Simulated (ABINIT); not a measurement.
## CrF6 (R-3): changed settings of a GW run in ABINIT

A base run on CrF6 (R-3), then changed inputs.

Method: LDA and many-body steps on it, plane waves, in ABINIT 10.8.3.

## (1) Starting point

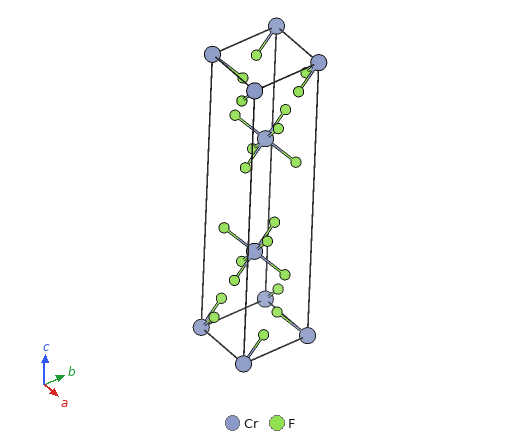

Start, viewed slightly off an axis; chromium light blue, fluorine green. This picture shows the conventional cell, with its axes. Some periodic images of atoms are drawn too.

As a file:

```cif
data_structure
_symmetry_space_group_name_H-M 'R-3:H'
_symmetry_Int_Tables_number 148
_cell_length_a 4.8048
_cell_length_b 4.8048
_cell_length_c 13.1076
_cell_angle_alpha 90.000
_cell_angle_beta 90.000
_cell_angle_gamma 120.000
_cell_volume 262.06
loop_
_atom_site_label
_atom_site_type_symbol
_atom_site_symmetry_multiplicity
_atom_site_Wyckoff_symbol
_atom_site_fract_x
_atom_site_fract_y
_atom_site_fract_z
_atom_site_occupancy
Cr1 Cr 3 a 0.00000 0.00000 0.00000 1
F1 F 18 f 0.96414 0.62545 0.25685 1
```

The cell and positions are those that the Materials Project relaxed with its own functionals (PBE, PBE+U or r2SCAN), kept fixed.

## (2) Screening, 2×2×2 mesh, 57 bands, screening to 87.1 eV

This step: ABINIT 10.8.3; RPA screening on LDA, plane waves, norm-conserving pseudopotentials.

The RPA dielectric matrix is built and inverted for each q.

The input, run.abi:

```
acell 3*1.0 Angstrom
rprim 
  2.402403871812 1.387028522093 4.369215055800
  -2.402403871812 1.387028522093 4.369215055800
  0.000000000000 -2.774057044186 4.369215055800
ntypat 2
znucl 24 9
natom 7
typat 1 2 2 2 2 2 2
xred 
  0.000000000000 0.000000000000 0.000000000000
  0.368598720000 0.081843300000 0.779004130000
  0.081843300000 0.779004130000 0.368598720000
  0.220995870000 0.631401280000 0.918156700000
  0.918156700000 0.220995870000 0.631401280000
  0.631401280000 0.918156700000 0.220995870000
  0.779004130000 0.368598720000 0.081843300000
pp_dirpath "pseudos"
pseudos "Cr.upf, F.upf"
ecut 43
ngkpt 2 2 2
nshiftk 1
shiftk 0 0 0
kptopt 1
chksymbreak 0
istwfk *1
occopt 1
irdwfk 1
optdriver 3
nband 57
ecuteps 3.2
inclvkb 2
awtr 1
symchi 1
indata_prefix "in"
outdata_prefix "out"
tmpdata_prefix "tmp"
```

The run is started by

```
$ OMP_NUM_THREADS=1 mpirun -n 4 abinit run.abi > log
```

Log:

```text
.Version 10.8.3 of ABINIT. v10.8.2 released Aug 2026.

 Symmetries : space group R-3 (#148); Bravais hR (rhombohedral)
[... echo of the input left out ...]
== DATASET  1 ==================================================================
-   mpi_nproc: 4, omp_nthreads: 1 (-1 if OMP is not activated)

--- !DatasetInfo
iteration_state: {dtset: 1, }
dimensions: {natom: 7, nkpt: 4, mband: 57, nsppol: 1, nspinor: 1, nspden: 1, mpw: 7993, }
cutoff_energies: {ecut:  43.0, pawecutdg:  -1.0, }
electrons: {nelect:   5.60000000E+01, charge:   0.00000000E+00, occopt:   1.00000000E+00, tsmear:   1.00000000E-02, }

 SCREENING: Calculation of the susceptibility and dielectric matrices

 Based on a program developped by R.W. Godby, V. Olevano, G. Onida, and L. Reining.
 Incorporated in ABINIT by V. Olevano, G.-M. Rignanese, and M. Torrent.
.Using double precision arithmetic ; gwpc =  8

[... cell and pseudopotentials left out ...]
--------------------------------------------------------------------------------

 ==== K-mesh for the wavefunctions ====
 Number of points in the irreducible wedge :     4
[... list of points left out ...]
 Together with  6 symmetry operations and time-reversal symmetry
 yields     8 points in the full Brillouin Zone.

 ==== Q-mesh for the screening function ====
 Number of points in the irreducible wedge :     4
[... list of points left out ...]
 Together with  6 symmetry operations and time-reversal symmetry
 yields     8 points in the full Brillouin Zone.

 setmesh: FFT mesh size selected  =    40x   40x   40
          total number of points  =        64000

 vcoul_init : cutoff-mode = AUXILIARY_FUNCTION
 q-points for optical limit:   1
     1)      0.000010    0.000020    0.000030

- screening: taking advantage of time-reversal symmetry
- Maximum band index for partially occupied states nbvw = 28
- Remaining bands to be divided among processors   nbcw = 29
- Number of bands treated by each node ~7

 Number of electrons calculated from density =   56.0000; Expected =   56.0000
 average of density, n =  0.094996
 r_s =    1.3596
 omega_plasma =   29.7309 [eV]

 calculating chi0 at frequencies [eV] :
  1    0.000000E+00    0.000000E+00
  2    0.000000E+00    2.973091E+01

--------------------------------------------------------------------------------
  q-point number  1        q = ( 0.000000, 0.000000, 0.000000) [r.l.u.]
--------------------------------------------------------------------------------
[... chi0 elements left out ...]
 For q-point:  0.000010 0.000020 0.000030
  dielectric constant =   3.4545
  dielectric constant without local fields =   6.3509

  Average fulfillment of the sum rule on Im[epsilon] for q-point    1 :     19.56  [%]
[... wings left out ...]
  q-point number  2        q = ( 0.500000, 0.000000, 0.000000) [r.l.u.]
--------------------------------------------------------------------------------
[... chi0 elements left out ...]
  Average fulfillment of the sum rule on Im[epsilon] for q-point    2 :     25.39  [%]

 [... 2 further q-points ...]
```

Elapsed: 22 s, on 4 MPI ranks of Arm Neoverse N1, shared host; peak memory 1.1 GiB.

Numbers from this step:

| Quantity | Value |
| --- | --- |
| ε∞ with local fields, on this mesh, along the program's q direction | 3.454 |
| the same without local fields | 6.351 |
| plasma frequency | 29.73 eV |
| plane waves in the screening matrix | 169 |

Local fields lower ε∞ by 46 %. On a Γ-centred mesh this coarse the value itself is usually too large, while a short band sum pulls it down.

## (3) Base

The self-energy is evaluated for the states that the input lists, and the levels follow from it, in one-shot runs by the linearised quasiparticle equation.

This step: G0W0 on LDA, plane waves, norm-conserving pseudopotentials.

run.abi: that of step 2 with these lines changed.

```diff
@@ -28,8 +28,17 @@
 irdwfk 1
-optdriver 3
+optdriver 4
 nband 57
+gwcalctyp 0
+ecutsigx 43
+symsigma 1
+nkptgw 2
+kptgw 
+  0.5000000000 0.5000000000 0.0000000000
+  0.0000000000 0.0000000000 0.0000000000
+bdgw 
+  27 30
+  27 31
 ecuteps 3.2
-inclvkb 2
-awtr 1
-symchi 1
+irdscr 1
+ppmodel 1
 indata_prefix "in"
```

Log:

```text
.Version 10.8.3 of ABINIT. v10.8.2 released Aug 2026.

 Symmetries : space group R-3 (#148); Bravais hR (rhombohedral)
[... echo of the input left out ...]
== DATASET  1 ==================================================================
-   mpi_nproc: 4, omp_nthreads: 1 (-1 if OMP is not activated)

--- !DatasetInfo
iteration_state: {dtset: 1, }
dimensions: {natom: 7, nkpt: 4, mband: 57, nsppol: 1, nspinor: 1, nspden: 1, mpw: 7993, }
cutoff_energies: {ecut:  43.0, pawecutdg:  -1.0, }
electrons: {nelect:   5.60000000E+01, charge:   0.00000000E+00, occopt:   1.00000000E+00, tsmear:   1.00000000E-02, }

 SIGMA: Calculation of the GW corrections

 Based on a program developped by R.W. Godby, V. Olevano, G. Onida, and L. Reining.
 Incorporated in ABINIT by V. Olevano, G.-M. Rignanese, and M. Torrent.
.Using double precision arithmetic ; gwpc =  8

[... cell and pseudopotentials left out ...]
--------------------------------------------------------------------------------

 ==== K-mesh for the wavefunctions ====
 Number of points in the irreducible wedge :     4
[... list of points left out ...]
 Together with  6 symmetry operations and time-reversal symmetry
 yields     8 points in the full Brillouin Zone.

 ==== Q-mesh for screening function ====
 Number of points in the irreducible wedge :     4
[... list of points left out ...]
 Together with  6 symmetry operations and time-reversal symmetry
 yields     8 points in the full Brillouin Zone.

 vcoul_init : cutoff-mode = AUXILIARY_FUNCTION
 q-points for optical limit:   1
     1)      0.000010    0.000020    0.000030
 setmesh: FFT mesh size selected  =    60x   60x   60
          total number of points  =       216000

 Number of electrons calculated from density =   56.0000; Expected =   56.0000
 average of density, n =  0.094996
 r_s =    1.3596
 omega_plasma =   29.7309 [eV]

 === KS Band Gaps ===
  >>>> For spin  1
   Minimum direct gap =   1.9560 [eV], located at k-point      :   0.5000  0.5000  0.0000
   Fundamental gap    =   1.8994 [eV], Top of valence bands at :   0.5000  0.5000  0.0000
                                       Bottom of conduction at :   0.0000  0.0000  0.0000
 SIGMA fundamental parameters:
 PLASMON POLE MODEL  1
 number of plane-waves for SigmaX                 7993
 number of plane-waves for SigmaC and W            169
 number of plane-waves for wavefunctions          7993
 number of bands                                    57
 number of independent spin polarizations            1
 number of spinorial components                      1
 number of k-points in IBZ                           4
 number of q-points in IBZ                           4
 number of symmetry operations                       6
 number of k-points in BZ                            8
 number of q-points in BZ                            8
 number of frequencies for dSigma/dE                 9
 frequency step for dSigma/dE [eV]                0.25
 number of omega for Sigma on real axis              0
 max omega for Sigma on real axis  [eV]           0.00
 zcut for avoiding poles [eV]                     0.10

 EPSILON^-1 parameters (SCR file):
 dimension of the eps^-1 matrix on file            169
 dimension of the eps^-1 matrix used               169
 number of plane-waves for wavefunctions          7993
 number of bands                                    57
 number of q-points in IBZ                           4
 number of frequencies                               2
 number of real frequencies                          1
 number of imag frequencies                          1

 matrix elements of self-energy operator (all in [eV])

 Perturbative Calculation

--- !SelfEnergy_ee
iteration_state: {dtset: 1, }
kpoint     : [   0.500,    0.500,    0.000, ]
spin       : 1
KS_gap     :    1.956
QP_gap     :    5.036
Delta_QP_KS:    3.080
data: !SigmaeeData |
     Band     E0 <VxcDFT>   SigX SigC(E0)      Z dSigC/dE  Sig(E)    E-E0       E
       27  -3.028 -22.826 -29.685   6.267   0.719  -0.391 -23.252  -0.426  -3.454
       28  -2.883 -23.070 -29.912   6.242   0.720  -0.389 -23.502  -0.432  -3.315
       29  -0.927 -24.815 -18.495  -2.738   0.739  -0.352 -22.166   2.648   1.721
       30  -0.734 -25.021 -19.066  -2.408   0.737  -0.357 -22.407   2.614   1.879

--- !SelfEnergy_ee
iteration_state: {dtset: 1, }
kpoint     : [   0.000,    0.000,    0.000, ]
spin       : 1
KS_gap     :    2.100
QP_gap     :    5.158
Delta_QP_KS:    3.058
data: !SigmaeeData |
     Band     E0 <VxcDFT>   SigX SigC(E0)      Z dSigC/dE  Sig(E)    E-E0       E
       27  -3.084 -22.848 -29.627   6.212   0.719  -0.391 -23.256  -0.408  -3.492
       28  -3.084 -22.848 -29.627   6.212   0.719  -0.391 -23.256  -0.408  -3.492
       29  -0.984 -24.801 -18.412  -2.808   0.740  -0.352 -22.151   2.650   1.666
       30  -0.771 -25.107 -19.040  -2.499   0.736  -0.358 -22.480   2.627   1.855
       31  -0.771 -25.107 -19.040  -2.499   0.736  -0.358 -22.480   2.627   1.855

== END DATASET(S) ==============================================================
================================================================================

 -outvars: echo values of variables after computation  --------
           etotal      0.0000000000E+00
            nband          57
             nkpt           4
          spgroup         148
 [... the other variables as echoed above ...]

 Calculation completed.
```

Run time: 8.4 s. Hardware: 4 MPI ranks; peak memory 0.8 GiB; 33 s of CPU time.

This step gave:

* G0W0 gap on the points computed: 4.981 eV
* starting gap on the mesh: 1.899 eV
* k of the valence top: 0.5, 0.5, 0
* k of the conduction bottom: 0, 0, 0
* Z at the valence top: 0.72
* Z at the conduction bottom: 0.74
* least direct G0W0 gap on the computed points: 5.036 eV

The gap on the mesh goes from 1.90 eV to 4.98 eV, a correction of +3.08 eV.

## (4) Smaller part of the screening matrix

run.abi: that of step 3 with these lines changed.

```diff
@@ -40,3 +40,3 @@
   27 31
-ecuteps 3.2
+ecuteps 0.8
 irdscr 1
```

Log:

```text
.Version 10.8.3 of ABINIT. v10.8.2 released Aug 2026.

 Symmetries : space group R-3 (#148); Bravais hR (rhombohedral)
[... echo of the input left out ...]
== DATASET  1 ==================================================================
-   mpi_nproc: 4, omp_nthreads: 1 (-1 if OMP is not activated)

--- !DatasetInfo
iteration_state: {dtset: 1, }
dimensions: {natom: 7, nkpt: 4, mband: 57, nsppol: 1, nspinor: 1, nspden: 1, mpw: 7993, }
cutoff_energies: {ecut:  43.0, pawecutdg:  -1.0, }
electrons: {nelect:   5.60000000E+01, charge:   0.00000000E+00, occopt:   1.00000000E+00, tsmear:   1.00000000E-02, }

 SIGMA: Calculation of the GW corrections

 Based on a program developped by R.W. Godby, V. Olevano, G. Onida, and L. Reining.
 Incorporated in ABINIT by V. Olevano, G.-M. Rignanese, and M. Torrent.
.Using double precision arithmetic ; gwpc =  8

[... cell and pseudopotentials left out ...]
--------------------------------------------------------------------------------

 ==== K-mesh for the wavefunctions ====
 Number of points in the irreducible wedge :     4
[... list of points left out ...]
 Together with  6 symmetry operations and time-reversal symmetry
 yields     8 points in the full Brillouin Zone.

 ==== Q-mesh for screening function ====
 Number of points in the irreducible wedge :     4
[... list of points left out ...]
 Together with  6 symmetry operations and time-reversal symmetry
 yields     8 points in the full Brillouin Zone.

 vcoul_init : cutoff-mode = AUXILIARY_FUNCTION
 q-points for optical limit:   1
     1)      0.000010    0.000020    0.000030
 setmesh: FFT mesh size selected  =    60x   60x   60
          total number of points  =       216000

 Number of electrons calculated from density =   56.0000; Expected =   56.0000
[...]
number of omega for Sigma on real axis              0
 max omega for Sigma on real axis  [eV]           0.00
 zcut for avoiding poles [eV]                     0.10

 EPSILON^-1 parameters (SCR file):
 dimension of the eps^-1 matrix on file            169
 dimension of the eps^-1 matrix used                15
 number of plane-waves for wavefunctions          7993
 number of bands                                    57
 number of q-points in IBZ                           4
 number of frequencies                               2
 number of real frequencies                          1
 number of imag frequencies                          1

 matrix elements of self-energy operator (all in [eV])

 Perturbative Calculation

--- !SelfEnergy_ee
iteration_state: {dtset: 1, }
kpoint     : [   0.500,    0.500,    0.000, ]
spin       : 1
KS_gap     :    1.956
QP_gap     :    7.862
Delta_QP_KS:    5.906
data: !SigmaeeData |
     Band     E0 <VxcDFT>   SigX SigC(E0)      Z dSigC/dE  Sig(E)    E-E0       E
       27  -3.028 -22.826 -29.685   3.640   0.821  -0.217 -25.470  -2.644  -5.672
       28  -2.883 -23.070 -29.912   3.621   0.823  -0.215 -25.721  -2.651  -5.534
       29  -0.927 -24.815 -18.495  -2.423   0.836  -0.197 -21.559   3.256   2.329
[...]
--- !SelfEnergy_ee
iteration_state: {dtset: 1, }
kpoint     : [   0.000,    0.000,    0.000, ]
spin       : 1
KS_gap     :    2.100
QP_gap     :    7.986
Delta_QP_KS:    5.886
data: !SigmaeeData |
     Band     E0 <VxcDFT>   SigX SigC(E0)      Z dSigC/dE  Sig(E)    E-E0       E
[...]
30  -0.771 -25.107 -19.040  -2.353   0.835  -0.198 -22.007   3.100   2.329
       31  -0.771 -25.107 -19.040  -2.353   0.835  -0.198 -22.007   3.100   2.329

== END DATASET(S) ==============================================================
================================================================================

 -outvars: echo values of variables after computation  --------
           etotal      0.0000000000E+00
            nband          57
             nkpt           4
          spgroup         148
 [... the other variables as echoed above ...]

 Calculation completed.
```

Run time: 6.2 s. Hardware: 4 MPI ranks; peak memory 0.67 GiB.

Numbers from this step:

```
G0W0 gap on the points computed              : 7.825 eV
starting gap on the mesh                     : 1.899 eV
k of the valence top                         : 0.5, 0.5, 0
k of the conduction bottom                   : 0.5, 0.5, 0
Z at the valence top                         : 0.823
Z at the conduction bottom                   : 0.834
least direct G0W0 gap on the computed points : 7.825 eV
```

## (5) Fewer bands in the self-energy

run.abi: that of step 4 with these lines changed.

```diff
@@ -29,3 +29,3 @@
 optdriver 4
-nband 57
+nband 38
 gwcalctyp 0
@@ -40,3 +40,3 @@
   27 31
-ecuteps 0.8
+ecuteps 3.2
 irdscr 1
```

Log:

```text
.Version 10.8.3 of ABINIT. v10.8.2 released Aug 2026.

 Symmetries : space group R-3 (#148); Bravais hR (rhombohedral)
[... echo of the input left out ...]
== DATASET  1 ==================================================================
-   mpi_nproc: 4, omp_nthreads: 1 (-1 if OMP is not activated)

--- !DatasetInfo
iteration_state: {dtset: 1, }
dimensions: {natom: 7, nkpt: 4, mband: 38, nsppol: 1, nspinor: 1, nspden: 1, mpw: 7993, }
cutoff_energies: {ecut:  43.0, pawecutdg:  -1.0, }
electrons: {nelect:   5.60000000E+01, charge:   0.00000000E+00, occopt:   1.00000000E+00, tsmear:   1.00000000E-02, }

 SIGMA: Calculation of the GW corrections

 Based on a program developped by R.W. Godby, V. Olevano, G. Onida, and L. Reining.
 Incorporated in ABINIT by V. Olevano, G.-M. Rignanese, and M. Torrent.
.Using double precision arithmetic ; gwpc =  8

[... cell and pseudopotentials left out ...]
--------------------------------------------------------------------------------

 ==== K-mesh for the wavefunctions ====
 Number of points in the irreducible wedge :     4
[... list of points left out ...]
 Together with  6 symmetry operations and time-reversal symmetry
 yields     8 points in the full Brillouin Zone.

 ==== Q-mesh for screening function ====
 Number of points in the irreducible wedge :     4
[... list of points left out ...]
 Together with  6 symmetry operations and time-reversal symmetry
 yields     8 points in the full Brillouin Zone.

 vcoul_init : cutoff-mode = AUXILIARY_FUNCTION
 q-points for optical limit:   1
     1)      0.000010    0.000020    0.000030
 setmesh: FFT mesh size selected  =    60x   60x   60
          total number of points  =       216000

 Number of electrons calculated from density =   56.0000; Expected =   56.0000
[...]
number of omega for Sigma on real axis              0
 max omega for Sigma on real axis  [eV]           0.00
 zcut for avoiding poles [eV]                     0.10

 EPSILON^-1 parameters (SCR file):
 dimension of the eps^-1 matrix on file            169
 dimension of the eps^-1 matrix used               169
 number of plane-waves for wavefunctions          7993
 number of bands                                    57
 number of q-points in IBZ                           4
 number of frequencies                               2
 number of real frequencies                          1
 number of imag frequencies                          1

 matrix elements of self-energy operator (all in [eV])

 Perturbative Calculation

--- !SelfEnergy_ee
iteration_state: {dtset: 1, }
kpoint     : [   0.500,    0.500,    0.000, ]
spin       : 1
KS_gap     :    1.956
QP_gap     :    5.080
Delta_QP_KS:    3.124
data: !SigmaeeData |
     Band     E0 <VxcDFT>   SigX SigC(E0)      Z dSigC/dE  Sig(E)    E-E0       E
       27  -3.028 -22.826 -29.685   6.501   0.722  -0.385 -23.085  -0.259  -3.287
       28  -2.883 -23.070 -29.912   6.487   0.723  -0.383 -23.327  -0.257  -3.140
       29  -0.927 -24.815 -18.495  -2.459   0.743  -0.346 -21.947   2.867   1.940
[...]
--- !SelfEnergy_ee
iteration_state: {dtset: 1, }
kpoint     : [   0.000,    0.000,    0.000, ]
spin       : 1
KS_gap     :    2.100
QP_gap     :    5.202
Delta_QP_KS:    3.102
data: !SigmaeeData |
     Band     E0 <VxcDFT>   SigX SigC(E0)      Z dSigC/dE  Sig(E)    E-E0       E
[...]
30  -0.771 -25.107 -19.040  -2.211   0.740  -0.352 -22.255   2.852   2.081
       31  -0.771 -25.107 -19.040  -2.211   0.740  -0.352 -22.255   2.852   2.081

== END DATASET(S) ==============================================================
================================================================================

 -outvars: echo values of variables after computation  --------
           etotal      0.0000000000E+00
            nband          38
             nkpt           4
          spgroup         148
 [... the other variables as echoed above ...]

 Calculation completed.
```

Run time: 9 s. Hardware: 4 MPI ranks; peak memory 0.81 GiB; 36 s of CPU time.

This step gave:

```yaml
g0w0_gap_on_the_points_computed: 5.012 eV
starting_gap_on_the_mesh: 1.899 eV
k_of_the_valence_top: 0.5, 0.5, 0
k_of_the_conduction_bottom: 0, 0, 0
z_at_the_valence_top: 0.723
z_at_the_conduction_bottom: 0.743
least_direct_g0w0_gap_on_the_computed_points: 5.08 eV
```

[end of part 1 of 2]

[Paths, hosts, dates, memory and timing lines, banners, echoed tables and standing remarks are left out of the program output.]

[Logs are printed without paths, hosts, clocks, repeated set-up lines and the standing remarks that a program may print on its own settings, such as how far it seeks lower states.]

[Runs of the session that timed out or met a known fault of the program may be left out.]

[Hosts, paths, dates, database ids (printed as entryN), source tags and the programs' standing remarks are cut or masked in the printed files.]

[G0W0 gaps are taken among the corrected bands and points alone; a level outside them can change the order at an edge.]

[Where Ansatz stands beside ABINIT at settings called matched, ABINIT's density can come from a denser mesh and the files from another edition; pairs whose starting gaps differed by over 0.03 eV were left out, so agreement reads better than it is.]
